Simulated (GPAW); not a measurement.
A computed F K-edge spectrum of one site in a crystal of F, K and Mn, with its zero at a photon energy of about 679.7 eV (LDA puts this hole about 5 eV below PBE, itself good to a few eV). Method: GPAW, LDA + U, full core hole (charged cell) in a small cell, dipole transitions, broadening that rises with energy.

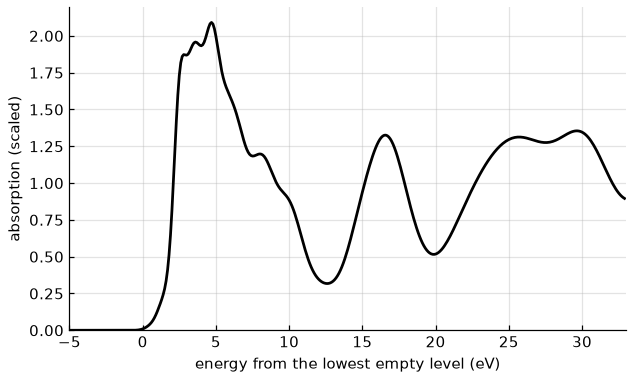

Energy from the lowest empty level; intensity scaled to a mean of 1 over the first 20 eV.

Which coordination does this site have?

A K edge sees empty p states; the first features are F p mixed into the empty d states of the Mn neighbours, and the broad ones above probably into the cations' higher empty bands. It is atom 5 of KMnF3 (Pm-3m), with 2 Mn at 2.09 Å (linear, site symmetry 4/mmm). Its main maxima below 24 eV lie at 4.7 eV (2.09) and 16.6 eV (1.33). A near-edge spectrum doesn't fix the structure by itself; it is matched against candidates. The hole lies in one spin channel, while the script sums the empty states of both and takes the lower zero; where the two channels are split, this blurs and shifts the curve. The spins start antiferromagnetically in a simple order, which needn't be the measured one; gap and edge can depend on it. The holes are only 5.9 Å apart, so the shape is probably not converged with cell size; no larger cell was run here. The mesh is coarse (0.26 Å⁻¹ between points), so small maxima may be mesh ripples. The structure is a published determination, not relaxed.

[Hosts, paths, dates, database ids (printed as entryN), source tags and the programs' standing remarks are cut or masked in the printed files.]

[Lists of maxima count a maximum above −3 eV only where it reaches 4 % of the highest in the window and stands out from its surroundings by 2 % of it (1.5 % where it reaches 55 %); shoulders and weaker maxima are passed over, and of the rest the first, up to two pre-edge ones and the few strongest are named.]
